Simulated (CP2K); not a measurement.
# AlClF (SMILES [F][Al][Cl]): U-wB97/DZVP-MOLOPT-PBE-GTH (core potential, admm exchange OPTX, admm type ADMMP, ngrids 5)

What is the energy change on altering one bond length of AlClF at U-wB97/DZVP-MOLOPT-PBE-GTH (core potential, admm exchange OPTX, admm type ADMMP, ngrids 5)? 

The calculation is run with CP2K 2026.2.

1 further run of the same task is left out (set aside as unsound or not needed).

## (1) The molecule

The species is AlClF (3 atoms), meant as a doublet with charge 0. SMILES: `[F][Al][Cl]`. The shape comes from GFN2-xTB, which is rough for such elements, and wasn't checked as a minimum.

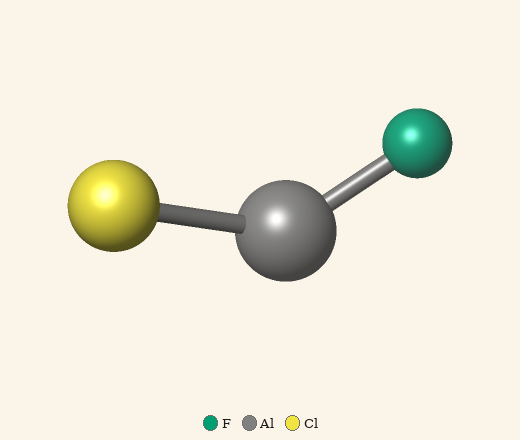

The structure, seen from a chosen angle (fluorine teal, aluminium grey, chlorine yellow).

## (2) Energy and forces at U-wB97/DZVP-MOLOPT-PBE-GTH (core potential, admm exchange OPTX, admm type ADMMP, ngrids 5)

Input file run.inp:

```
&GLOBAL
   PROJECT_NAME run
   RUN_TYPE ENERGY_FORCE
   PRINT_LEVEL MEDIUM
&END GLOBAL
&FORCE_EVAL
   METHOD QS
   &DFT
      BASIS_SET_FILE_NAME BASIS_MOLOPT_UZH
      BASIS_SET_FILE_NAME BASIS_ADMM
      POTENTIAL_FILE_NAME POTENTIAL_UZH
      MULTIPLICITY 2
      UKS T
      &QS
         METHOD GAPW_XC
         EPS_DEFAULT 1.0E-10
      &END QS
      &MGRID
         CUTOFF 280
         REL_CUTOFF 40
         NGRIDS 5
      &END MGRID
      &POISSON
         PERIODIC NONE
         POISSON_SOLVER MULTIPOLE
      &END POISSON
      &SCF
         SCF_GUESS ATOMIC
         EPS_SCF 1.0E-06
         MAX_SCF 40
         &OT
            MINIMIZER DIIS
            PRECONDITIONER FULL_ALL
         &END OT
         &OUTER_SCF
            EPS_SCF 1.0E-06
            MAX_SCF 8
         &END OUTER_SCF
      &END SCF
      &XC
         &XC_FUNCTIONAL
            &HYB_GGA_XC_WB97
            &END HYB_GGA_XC_WB97
         &END XC_FUNCTIONAL
         &HF
            FRACTION 1
            &SCREENING
               EPS_SCHWARZ 1.0E-09
            &END SCREENING
            &INTERACTION_POTENTIAL
               POTENTIAL_TYPE LONGRANGE
               OMEGA 0.4
            &END INTERACTION_POTENTIAL
            &MEMORY
               MAX_MEMORY 1050
            &END MEMORY
         &END HF
      &END XC
      &AUXILIARY_DENSITY_MATRIX_METHOD
         ADMM_TYPE ADMMP
         EXCH_CORRECTION_FUNC OPTX
      &END AUXILIARY_DENSITY_MATRIX_METHOD
      &PRINT
         &MOMENTS
            PERIODIC F
            REFERENCE COM
            MAX_MOMENT 1
         &END MOMENTS
         &MO_CUBES
            NLUMO 5
            NHOMO -1
            WRITE_CUBE F
         &END MO_CUBES
         &HIRSHFELD OFF
         &END HIRSHFELD
      &END PRINT
   &END DFT
   &SUBSYS
      &CELL
         ABC 9.5 8.9 8.2
         PERIODIC NONE
      &END CELL
      &COORD
         SCALED T
         F    0.36635474   0.60766798   0.42711768
         Al   0.44710842   0.44462640   0.46034817
         Cl   0.63364526   0.39233202   0.57288232
      &END COORD
      &KIND F
         BASIS_SET ORB DZVP-MOLOPT-PBE-GTH-q7
         BASIS_SET AUX_FIT cpFIT3
         POTENTIAL GTH-PBE-q7
      &END KIND
      &KIND Al
         BASIS_SET ORB DZVP-MOLOPT-PBE-GTH-q3
         BASIS_SET AUX_FIT cpFIT3
         POTENTIAL GTH-PBE-q3
      &END KIND
      &KIND Cl
         BASIS_SET ORB DZVP-MOLOPT-PBE-GTH-q7
         BASIS_SET AUX_FIT cpFIT3
         POTENTIAL GTH-PBE-q7
      &END KIND
   &END SUBSYS
   &PRINT
      &FORCES ON
      &END FORCES
   &END PRINT
&END FORCE_EVAL
```

Run with:

```
OMP_NUM_THREADS=1 cp2k.psmp -i run.inp > run.out 2>&1
```

Output:

```text
CP2K| version string:                                       CP2K version 2026.2
[...]
 GLOBAL| Method name                                                        CP2K
[...]
 GLOBAL| Run type                                                   ENERGY_FORCE
[...]
 DFT| Spin unrestricted (spin-polarized) Kohn-Sham calculation               UKS
 DFT| Multiplicity                                                             2
[...]
 DFT| Charge                                                                   0
[...]
 FUNCTIONAL| HYB_GGA_XC_WB97:
[...]
 QS| Method:                                                             GAPW_XC
[...]
 QS| Density cutoff [a.u.]:                                                140.0
[...]
 QS| Relative density cutoff [a.u.]:                                        20.0
[...]
                             - Atoms:                                          3
[...]
                             - Spherical basis functions:                     39
[...]
 Number of electrons:                                                          9
[...]
     1 OT DIIS     0.15E+00    2.4     0.10853139       -40.2760697637 -4.03E+01
[...]
    23 OT DIIS     0.15E+00    2.1     0.00000092       -41.3325035876 -2.68E-10
  *** SCF run converged in    23 steps ***
[...]
  Overlap energy of the core charge distribution:               0.00000000296243
  Self energy of the core charge distribution:               -103.69672969561201
  Core Hamiltonian energy:                                     27.41676397913179
  Hartree energy:                                              43.35453937700436
  Exchange-correlation energy:                                 -3.84329797045645
  Hartree-Fock Exchange energy:                                -3.25931553318413
[...]
                     Mulliken Population Analysis
 #  Atom  Element  Kind  Atomic population (alpha,beta) Net charge  Spin moment
       1     F        1         3.732325     3.713133    -0.445458     0.019192
       2     Al       2         1.570586     0.664905     0.764509     0.905681
       3     Cl       3         3.697089     3.621962    -0.319052     0.075127
 # Total charge and spin        9.000000     8.000000     0.000000     1.000000
[...]
  Dipole moment [Debye]
    X= -0.3307792E+00 Y= -0.9658633E+00 Z= -0.2830747E+00  Total=      1.0594518
[...]
 HOMO - LUMO gap [eV] :   10.926136
[...]
 ENERGY| Total FORCE_EVAL ( QS ) energy [hartree]            -41.332503587762751
 FORCES| Atomic forces [hartree/bohr]
 FORCES|   Atom     x               y               z               |f|
 FORCES|      1  2.35586480E-02 -2.12902664E-02  6.92645042E-03   3.25001701E-02
 FORCES|      2 -2.58514724E-02  7.72610097E-03 -1.34546312E-02   3.01499314E-02
 FORCES|      3  1.45957091E-02  1.40466960E-03  7.19434589E-03   1.63329861E-02
 FORCES| Sum     1.23028848E-02 -1.21594958E-02  6.66165056E-04
 FORCES| Total atomic force                                       1.73106352E-02
[...]
```

Wall time 53 s (1 thread of Arm Neoverse V2, shared host); peak memory 0.65 GiB.

## (3) The distorted shape

Input file qs.inp:

```
&global
  project_name qs
  run_type ENERGY_FORCE
  print_level MEDIUM
&end global

&force_eval
  method QS
  &dft
    basis_set_file_name BASIS_MOLOPT_UZH
    basis_set_file_name BASIS_ADMM
    potential_file_name POTENTIAL_UZH
    charge 0
    multiplicity 2
    lsd T
    &qs
      method GAPW_XC
      eps_default 1.0E-10
    &end qs
    &mgrid
      cutoff 280
      rel_cutoff 40
      ngrids 5
    &end mgrid
    &poisson
      periodic NONE
      poisson_solver MULTIPOLE
    &end poisson
    &scf
      scf_guess ATOMIC
      eps_scf 1.0E-06
      max_scf 40
      &ot ON
        minimizer DIIS
        preconditioner FULL_ALL
      &end ot
      &outer_scf
        eps_scf 1.0E-06
        max_scf 8
      &end outer_scf
    &end scf
    &xc
      &xc_functional
        &hyb_gga_xc_wb97
        &end hyb_gga_xc_wb97
      &end xc_functional
      &hf
        fraction 1
        &screening
          eps_schwarz 1.0E-09
          screen_on_initial_p F
        &end screening
        &interaction_potential
          potential_type LONGRANGE
          omega 0.4
        &end interaction_potential
        &memory
          max_memory 1050
        &end memory
      &end hf
    &end xc
    &auxiliary_density_matrix_method
      admm_type ADMMP
      exch_correction_func OPTX
    &end auxiliary_density_matrix_method
    &print
      &moments
        periodic F
        reference COM
        max_moment 1
      &end moments
      &mo_cubes
        nlumo 5
        nhomo -1
        write_cube F
      &end mo_cubes
      &hirshfeld OFF
      &end hirshfeld
    &end print
  &end dft
  &subsys
    &cell
      abc [angstrom] 10.3 10.4 8.5
      periodic NONE
    &end cell
    &coord
      SCALED T
      F    0.33949408   0.66190212   0.41366112
      Al   0.48845738   0.38284981   0.47777653
      Cl   0.66050592   0.33809788   0.58633888
    &end coord
    &kind F
      basis_set ORB DZVP-MOLOPT-PBE-GTH-q7
      basis_set AUX_FIT cpFIT3
      potential GTH-PBE-q7
    &end kind
    &kind Al
      basis_set ORB DZVP-MOLOPT-PBE-GTH-q3
      basis_set AUX_FIT cpFIT3
      potential GTH-PBE-q3
    &end kind
    &kind Cl
      basis_set ORB DZVP-MOLOPT-PBE-GTH-q7
      basis_set AUX_FIT cpFIT3
      potential GTH-PBE-q7
    &end kind
  &end subsys
  &print
    &forces ON
    &end forces
  &end print
&end force_eval
```

Run with:

```
OMP_NUM_THREADS=1 cp2k.psmp -i qs.inp -o qs.out
```

Output, shortened:

```text
CP2K| version string:                                       CP2K version 2026.2
[...]
 GLOBAL| Method name                                                        CP2K
[...]
 GLOBAL| Run type                                                   ENERGY_FORCE
[...]
 DFT| Spin unrestricted (spin-polarized) Kohn-Sham calculation               UKS
 DFT| Multiplicity                                                             2
[...]
 DFT| Charge                                                                   0
[...]
 FUNCTIONAL| HYB_GGA_XC_WB97:
[...]
 QS| Method:                                                             GAPW_XC
[...]
 QS| Density cutoff [a.u.]:                                                140.0
[...]
 QS| Relative density cutoff [a.u.]:                                        20.0
[...]
                             - Atoms:                                          3
[...]
                             - Spherical basis functions:                     39
[...]
 Number of electrons:                                                          9
[...]
     1 OT DIIS     0.15E+00    3.0     0.09449121       -40.1366465805 -4.01E+01
[...]
    12 OT DIIS     0.15E+00    2.7     0.00000096       -41.1697013887 -1.89E-09
  *** SCF run converged in    12 steps ***
[...]
  Overlap energy of the core charge distribution:               0.00000000104439
  Self energy of the core charge distribution:               -103.69672969561201
  Core Hamiltonian energy:                                     26.99891644331866
  Hartree energy:                                              43.74267340960042
  Exchange-correlation energy:                                 -3.74812680975400
  Hartree-Fock Exchange energy:                                -3.21490063359635
[...]
                     Mulliken Population Analysis
 #  Atom  Element  Kind  Atomic population (alpha,beta) Net charge  Spin moment
       1     F        1         3.999005     3.122202    -0.121208     0.876803
       2     Al       2         1.327051     1.219942     0.453007     0.107109
       3     Cl       3         3.673944     3.657855    -0.331799     0.016089
 # Total charge and spin        9.000000     8.000000     0.000000     1.000000
[...]
  Dipole moment [Debye]
    X= -0.1921070E+00 Y= -0.1337205E+01 Z= -0.2432728E+00  Total=      1.3726633
[...]
 HOMO - LUMO gap [eV] :    6.174560
[...]
 ENERGY| Total FORCE_EVAL ( QS ) energy [hartree]            -41.169701389057792
[...]
```

Run time: 2.5 min. Hardware: 1 thread of Arm Neoverse V2, shared host; peak memory 0.81 GiB.

## (4) Summary of results

Level: U-wB97/DZVP-MOLOPT-PBE-GTH (core potential, admm exchange OPTX, admm type ADMMP, ngrids 5).

| quantity | value |
| --- | --- |
| first shape: total energy | -41.33250 Eh |
| first shape: dipole moment | 1.06 D |
| first shape: HOMO energy (highest over α and β) | -8.53 eV |
| first shape: LUMO energy (lowest over α and β) | -1.44 eV |
| first shape: ⟨S²⟩ | 0.751 |
| distorted shape: total energy | -41.16970 Eh |
| distorted shape: dipole moment | 1.37 D |
| distorted shape: HOMO energy (highest over α and β) | -9.23 eV |
| distorted shape: LUMO energy (lowest over α and β) | -3.06 eV |
| distorted shape: ⟨S²⟩ | 0.762 |
| energy change with the F1–Al2 bond stretched from 1.664 to 3.328 Å | 4.430 eV |

**Reading.** With the F1–Al2 bond stretched from 1.664 to 3.328 Å the energy rises by 4.43 eV (102 kcal/mol). The first shape isn't relaxed at this level, so the change isn't measured from a minimum.
